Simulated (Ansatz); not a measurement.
# CCSD/6-311+G(d,p) run of SO2F2 (sulfuryl fluoride)

Aim: the vertical singlet–triplet gap of SO2F2 (sulfuryl fluoride) at CCSD/6-311+G**, from 2 runs. 

The calculation is run with Ansatz 0.2.0.

42 further runs of the same task are left out: 42 set aside as unsound or not needed.

## Step 1: The structure to begin with

The species is SO2F2 (5 atoms), meant as a singlet with charge 0. SMILES: `O=S(=O)(F)F`. The coordinates come from a PBE0-D4/def2-TZVP relaxation.

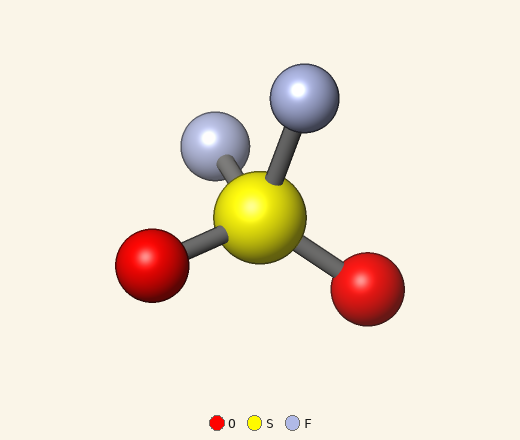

The structure, seen from a chosen angle (oxygen red, sulfur yellow, fluorine light blue).

## Step 2: The energy at CCSD/6-311+G(d,p)

Contents of run.yaml:

```yaml
crystal:
  periodic: [false, false, false]
  atoms:
    - symbol: O
      position_ang: [-0.388200, -0.151100, 1.421700]
    - symbol: S
      position_ang: [0.070900, -0.096900, 0.095900]
    - symbol: O
      position_ang: [1.129600, -0.862200, -0.418700]
    - symbol: F
      position_ang: [-1.140900, -0.267600, -0.837400]
    - symbol: F
      position_ang: [0.328600, 1.377800, -0.261400]
basis:
  gaussian: {orbitals: 6-311+G_st__st_-spherical.json}
accuracy: high
scf: {omitted_lower_state_checks: [cluster_reference, increment]}
correlation: {method: ccsd, frozen_orbitals: {F: 1, O: 1, S: 5}}
total_charge: 0
```

The basis set 6-311+G** is read from a file made from the Basis Set Exchange's data (not shown).

Command:

```bash
$ ansatz run run.yaml --threads 1 --pin off --max-ram 3480MiB --events-out events.jsonl --progress --plain --runs-dir runs
```

The log of the run:

```text
Warning: RAYON_NUM_THREADS=1 ignored (pool sized by the plan → 1); use --threads N
Functional definition: HF
  name "HF"
  exchange = exact_x
  correlation = 0
these checks for a lower state are left out or cut short: cluster_reference, increment
2147 factors; integrals over basis functions are off by at most 4.1e-9 eV
mean field evaluation 1: about -20296.7758 eV, gradient 6.3e1 eV
mean field evaluation 2: about -20296.9015 eV, gradient 6.3e1 eV
mean field evaluation 4: about -20303.1983 eV, gradient 3.8e0 eV
mean field evaluation 8: about -20303.2365 eV, gradient 4.0e-1 eV
mean field evaluation 16: about -20303.2368 eV, gradient 1.1e-8 eV
mean field -20303.23676914 eV, -746.1301892377 hartree, gradient 1.1e-8 eV, S^2 0.000000; 0 other end points of the search recorded, 0 dependent functions left out
9 core orbitals not correlated: weight in the atoms' cores, before any rotation towards them, 1.000 or more for the frozen orbitals, at most 0.000 for the correlated occupied ones
reference -20303.23676914 eV, -746.1301892377 hartree; 16, 16 occupied and 93, 93 virtual orbitals, 2147 factors
second order -26.15889481 eV of doubles, -0.00000000 eV of singles
cycle   1  -25.07047455 eV  change     1.1e0 eV  update   1.3e-1
cycle   2  -25.79635143 eV  change   -7.3e-1 eV  update   4.0e-2
cycle   3  -25.95441463 eV  change   -1.6e-1 eV  update   1.8e-2
cycle   4  -25.93103439 eV  change    2.3e-2 eV  update   3.7e-3
cycle   5  -25.92793589 eV  change    3.1e-3 eV  update   1.5e-3
cycle   6  -25.92914413 eV  change   -1.2e-3 eV  update   4.2e-4
cycle   7  -25.92886298 eV  change    2.8e-4 eV  update   1.4e-4
cycle   8  -25.92877902 eV  change    8.4e-5 eV  update   3.4e-5
cycle   9  -25.92880550 eV  change   -2.6e-5 eV  update   1.1e-5
cycle  10  -25.92880327 eV  change    2.2e-6 eV  update   3.7e-6
cycle  11  -25.92880054 eV  change    2.7e-6 eV  update   1.4e-6
cycle  12  -25.92880297 eV  change   -2.4e-6 eV  update   5.0e-7
cycle  13  -25.92880309 eV  change   -1.2e-7 eV  update   1.8e-7
cycle  14  -25.92880342 eV  change   -3.4e-7 eV  update   6.4e-8
cycle  15  -25.92880343 eV  change   -3.0e-9 eV  update   3.2e-8
cycle  16  -25.92880384 eV  change   -4.2e-7 eV  update   1.1e-7
cycle  17  -25.92880381 eV  change    3.7e-8 eV  update   2.2e-8
cycle  18  -25.92880383 eV  change   -2.7e-8 eV  update   6.1e-9
cycle  19  -25.92880383 eV  change    2.0e-9 eV  update   2.1e-9
Total energy: -20329.16557297 eV, -747.0830552033 hartree
Checks for a lower state left out: cluster_reference, increment
```

Run time: 37 s. Hardware: 1 thread of Arm Neoverse V2, shared host; peak memory 1.1 GiB.

## Step 3: The triplet

Contents of in.yaml:

```yaml
crystal:
  periodic: [false, false, false]
  atoms:
    - symbol: O
      position_ang: [-0.388200, -0.151100, 1.421700]
    - symbol: S
      position_ang: [0.070900, -0.096900, 0.095900]
    - symbol: O
      position_ang: [1.129600, -0.862200, -0.418700]
    - symbol: F
      position_ang: [-1.140900, -0.267600, -0.837400]
    - symbol: F
      position_ang: [0.328600, 1.377800, -0.261400]
basis:
  gaussian:
    orbitals: 6-311+G_st__st_-spherical.json
scf:
  omitted_lower_state_checks: [cluster_reference, increment]
magnetization:
  spin_polarized: true
  initial_magnetization: 2
correlation:
  method: ccsd
  frozen_orbitals: {F: 1, O: 1, S: 5}
accuracy: high
```

The basis set 6-311+G** is read from a file made from the Basis Set Exchange's data (not shown).

Command:

```bash
$ ansatz run in.yaml --threads 1 --pin off --max-ram 3480MiB --events-out events.jsonl --progress --plain --runs-dir runs
```

The log of the run:

```text
Warning: RAYON_NUM_THREADS=1 ignored (pool sized by the plan → 1); use --threads N
[... 4 set-up lines as earlier in the session ...]
these checks for a lower state are left out or cut short: cluster_reference, increment
2147 factors; integrals over basis functions are off by at most 4.1e-9 eV
mean field evaluation 1: about -20289.1711 eV, gradient 3.6e1 eV
mean field evaluation 2: about -20289.1893 eV, gradient 3.7e1 eV
mean field evaluation 4: about -20294.1778 eV, gradient 3.5e0 eV
mean field evaluation 8: about -20294.4287 eV, gradient 4.7e-1 eV
mean field evaluation 16: about -20294.4605 eV, gradient 3.8e-2 eV
mean field evaluation 32: about -20294.7319 eV, gradient 1.1e-3 eV
mean field evaluation 64: about -20294.7311 eV, gradient 6.4e-2 eV
mean field evaluation 96: about -20291.6538 eV, gradient 4.8e0 eV
mean field evaluation 128: about -20294.7310 eV, gradient 2.8e-8 eV
mean field evaluation 160: about -20294.6626 eV, gradient 2.0e-1 eV
mean field evaluation 192: about -20294.4604 eV, gradient 2.6e-3 eV
mean field -20294.73190963 eV, -745.8176414157 hartree, gradient 2.8e-8 eV, S^2 2.040593; 15 other end points of the search recorded, 0 dependent functions left out
9 core orbitals not correlated: weight in the atoms' cores, before any rotation towards them, 1.000 or more for the frozen orbitals, at most 0.000 for the correlated occupied ones
reference -20294.73190963 eV, -745.8176414157 hartree; 17, 15 occupied and 92, 94 virtual orbitals, 2147 factors
second order -25.26818295 eV of doubles, -0.00000000 eV of singles
cycle   1  -24.47819790 eV  change    7.9e-1 eV  update   1.7e-1
cycle   2  -25.30755202 eV  change   -8.3e-1 eV  update   6.1e-2
cycle   3  -25.53408517 eV  change   -2.3e-1 eV  update   6.3e-2
cycle   4  -25.62336147 eV  change   -8.9e-2 eV  update   4.7e-2
cycle   5  -25.68570699 eV  change   -6.2e-2 eV  update   3.9e-2
cycle   6  -25.78774018 eV  change   -1.0e-1 eV  update   2.7e-2
cycle   7  -25.84172519 eV  change   -5.4e-2 eV  update   2.0e-2
cycle   8  -25.88283771 eV  change   -4.1e-2 eV  update   1.4e-2
cycle   9  -25.90214070 eV  change   -1.9e-2 eV  update   1.0e-2
cycle  10  -25.90420284 eV  change   -2.1e-3 eV  update   7.6e-3
cycle  11  -25.91299932 eV  change   -8.8e-3 eV  update   5.7e-3
cycle  12  -25.91936630 eV  change   -6.4e-3 eV  update   4.3e-3
cycle  13  -25.91090765 eV  change    8.5e-3 eV  update   2.8e-3
cycle  14  -25.91480273 eV  change   -3.9e-3 eV  update   1.9e-3
cycle  15  -25.91262547 eV  change    2.2e-3 eV  update   1.3e-3
cycle  16  -25.91301846 eV  change   -3.9e-4 eV  update   1.1e-3
cycle  17  -25.91359156 eV  change   -5.7e-4 eV  update   9.2e-4
cycle  18  -25.91399138 eV  change   -4.0e-4 eV  update   8.3e-4
cycle  19  -25.91430863 eV  change   -3.2e-4 eV  update   6.8e-4
cycle  20  -25.91416646 eV  change    1.4e-4 eV  update   5.7e-4
cycle  21  -25.91434655 eV  change   -1.8e-4 eV  update   4.6e-4
cycle  22  -25.91455621 eV  change   -2.1e-4 eV  update   3.6e-4
cycle  23  -25.91491751 eV  change   -3.6e-4 eV  update   2.7e-4
cycle  24  -25.91503352 eV  change   -1.2e-4 eV  update   1.7e-4
cycle  25  -25.91511858 eV  change   -8.5e-5 eV  update   1.1e-4
cycle  26  -25.91503575 eV  change    8.3e-5 eV  update   7.5e-5
cycle  27  -25.91506606 eV  change   -3.0e-5 eV  update   5.1e-5
cycle  28  -25.91505894 eV  change    7.1e-6 eV  update   3.4e-5
cycle  29  -25.91509736 eV  change   -3.8e-5 eV  update   2.2e-5
cycle  30  -25.91511844 eV  change   -2.1e-5 eV  update   1.6e-5
cycle  31  -25.91511428 eV  change    4.2e-6 eV  update   9.7e-6
cycle  32  -25.91511316 eV  change    1.1e-6 eV  update   7.1e-6
cycle  33  -25.91510483 eV  change    8.3e-6 eV  update   5.5e-6
cycle  34  -25.91510018 eV  change    4.6e-6 eV  update   3.7e-6
cycle  35  -25.91509820 eV  change    2.0e-6 eV  update   2.7e-6
cycle  36  -25.91509790 eV  change    3.0e-7 eV  update   1.8e-6
cycle  37  -25.91509658 eV  change    1.3e-6 eV  update   1.3e-6
cycle  38  -25.91509629 eV  change    2.9e-7 eV  update   9.3e-7
cycle  39  -25.91509635 eV  change   -6.1e-8 eV  update   6.5e-7
cycle  40  -25.91509646 eV  change   -1.1e-7 eV  update   4.7e-7
cycle  41  -25.91509663 eV  change   -1.8e-7 eV  update   2.7e-7
cycle  42  -25.91509673 eV  change   -9.2e-8 eV  update   1.9e-7
cycle  43  -25.91509666 eV  change    7.1e-8 eV  update   1.4e-7
cycle  44  -25.91509658 eV  change    7.5e-8 eV  update   1.1e-7
cycle  45  -25.91509628 eV  change    3.0e-7 eV  update   1.7e-7
cycle  46  -25.91509620 eV  change    7.2e-8 eV  update   7.7e-8
cycle  47  -25.91509613 eV  change    7.3e-8 eV  update   6.3e-8
cycle  48  -25.91509602 eV  change    1.2e-7 eV  update   4.6e-8
cycle  49  -25.91509597 eV  change    4.9e-8 eV  update   3.1e-8
cycle  50  -25.91509594 eV  change    3.1e-8 eV  update   2.2e-8
cycle  51  -25.91509592 eV  change    1.8e-8 eV  update   1.8e-8
cycle  52  -25.91509590 eV  change    1.7e-8 eV  update   1.5e-8
cycle  53  -25.91509589 eV  change    1.6e-8 eV  update   1.3e-8
cycle  54  -25.91509587 eV  change    1.9e-8 eV  update   1.0e-8
cycle  55  -25.91509586 eV  change    9.7e-9 eV  update   8.1e-9
cycle  56  -25.91509585 eV  change    9.9e-9 eV  update   6.3e-9
cycle  57  -25.91509585 eV  change    1.2e-9 eV  update   5.4e-9
cycle  58  -25.91509584 eV  change    2.3e-9 eV  update   4.2e-9
cycle  59  -25.91509584 eV  change  -7.6e-10 eV  update   3.4e-9
cycle  60  -25.91509584 eV  change   2.3e-10 eV  update   2.4e-9
Total energy: -20320.64700548 eV, -746.7700036220 hartree
Checks for a lower state left out: cluster_reference, increment
```

Run time: 7.5 min. Hardware: 1 thread of Arm Neoverse V2, shared host; peak memory 2.6 GiB.

## Step 4: Outcome

At CCSD/6-311+G**, 9 core orbitals frozen:

| quantity | value |
| --- | --- |
| singlet: total energy | -747.08306 Eh |
| singlet: correlation energy (9 core orbitals frozen) | -952.9 mEh |
| singlet: T1 diagnostic | 0.015 |
| triplet: total energy | -746.77000 Eh |
| triplet: correlation energy (9 core orbitals frozen) | -952.4 mEh |
| triplet: ⟨S²⟩ of the reference determinant | 2.041 |
| triplet: T1 diagnostic | 0.097 |
| vertical energy of the triplet above the singlet | 8.519 eV |

What this shows: At this shape the triplet lies 8.52 eV (196 kcal/mol) above the singlet. The T1 diagnostic (triplet) of 0.097 is above the customary mark for such species, so a single reference may not serve.
